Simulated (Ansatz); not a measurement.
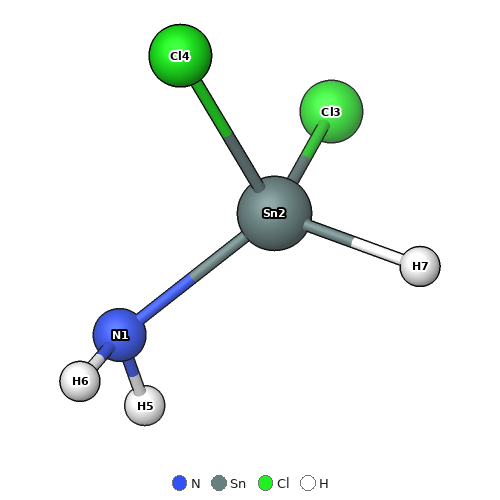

The system is Cl₂H₃NSn (SMILES [NH2][SnH]([Cl])[Cl]) with the probe H2; the picture shows it without the atoms that are moved over the map. The probe is moved over a plane parallel to the molecule's main plane, 2.74 Å above it. The first coordinate is: x of the probe's H atom; the second: y of the probe's H atom. Nothing is relaxed (molecule and probe rigid, the probe upright with H nearest the plane). The grid has 9 × 11 points. Points are written as (first, second). All energies are given in kcal/mol relative to the lowest grid point. Computed with Ansatz 0.2.0, RKS PBE-D4/def2-SVPD.

Range: x of the probe's H atom from −3.04 to 3.04 Å; y of the probe's H atom from −3.80 to 3.80 Å.

Q: What will the energy surface look like?

A: The lowest grid point is at (0.00 Å, −1.52 Å). No other kind of well shows on this grid. The highest grid point, (−3.04 Å, −3.80 Å), lies 1.47 kcal/mol above the lowest. Near the minimum the curvatures are about 0.02 and 0.038 eV/Å² along the soft and the stiff direction.

```tsv
y of the probe's H atom ↓, x of the probe's H atom →	−3.04	−2.28	−1.52	−0.76	0.00	0.76	1.52	2.28	3.04
3.80	1.20	1.12	1.09	1.11	1.12	1.11	1.09	1.12	1.20
3.04	0.96	0.88	0.85	0.83	0.82	0.83	0.85	0.88	0.96
2.28	0.86	0.88	0.83	0.69	0.62	0.69	0.83	0.88	0.86
1.52	0.93	1.14	1.04	0.70	0.57	0.70	1.04	1.14	0.93
0.76	0.95	1.19	1.06	0.66	0.49	0.66	1.06	1.19	0.95
0.00	0.84	0.86	0.74	0.45	0.30	0.45	0.74	0.86	0.84
−0.76	0.84	0.68	0.49	0.23	0.07	0.23	0.49	0.68	0.84
−1.52	1.00	0.77	0.50	0.20	0.00	0.20	0.50	0.77	1.00
−2.28	1.21	0.99	0.71	0.38	0.20	0.39	0.71	0.99	1.21
−3.04	1.37	1.19	0.96	0.71	0.60	0.71	0.96	1.19	1.37
−3.80	1.47	1.36	1.21	1.06	1.01	1.06	1.21	1.36	1.47
```

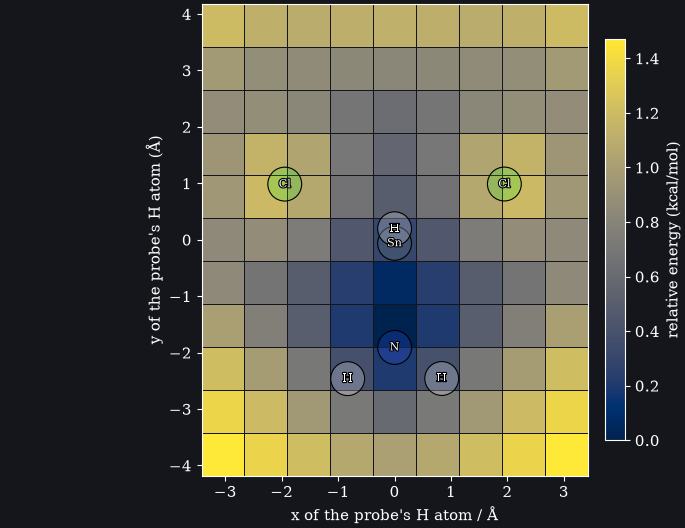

Drawn: one coloured cell a grid point, labelled circles for the molecule's atoms, projected on the plane.

Each point was launched as `ansatz run input.yaml --threads 1 --pin off --max-ram 2560MiB --backend cpu --events-out ev --progress --plain --runs-dir out`. The whole map (99 points run) took 11 min on 1 thread of Arm Neoverse V2 (shared host).
